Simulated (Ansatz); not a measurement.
| atom | x (Å) | y (Å) | z (Å) |
| --- | --- | --- | --- |
| C | -0.1516 | -1.3453 | 0.9113 |
| In | -1.5159 | -3.1275 | 0.3967 |
| Si | -0.1087 | -0.9166 | 2.7305 |
| H | 0.7733 | 0.2505 | 3.1170 |
| H | -1.4983 | -0.5871 | 3.2287 |
| H | 0.3678 | -2.1011 | 3.5414 |
| H | -0.5112 | -0.4747 | 0.3170 |
| H | 0.8707 | -1.5989 | 0.5493 |

Geometry: PBE-D3(BJ)/def2-SVP; core potentials replace the inner electrons of In.

Method: Ansatz 0.2.0, isolated molecule in a Gaussian basis; Kohn-Sham density functional theory, functional PBE0.

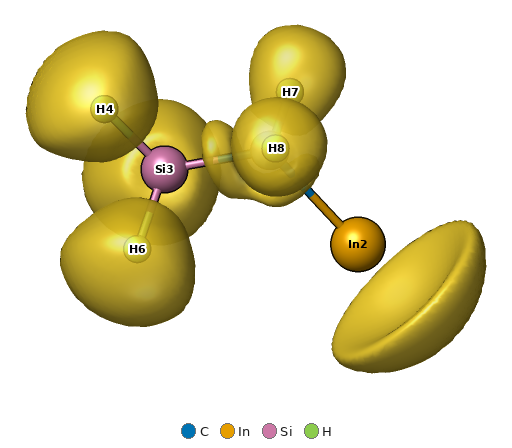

CH5InSi (SMILES [SiH3][CH2][In]). Isosurface of the ELF at 0.8 (yellow), seen at a tilt. Core shells and regions of very low density are left out.

### Describe the localisation domains.

At this value the surface marks out one region between bonded C–Si atoms (shared pairs), five regions around hydrogen nuclei and one lobe on In, pointing away from the bonds (lone pairs). Profiles from the grid: C–Si (1.87 Å): the ELF peaks at about 0.95 between the atoms (localised, covalent bonding). C–In (2.30 Å): the ELF peaks at about 0.90 in the valence shell of C, 0.7 Å from its nucleus, and drops to about 0.20 between the two atoms.
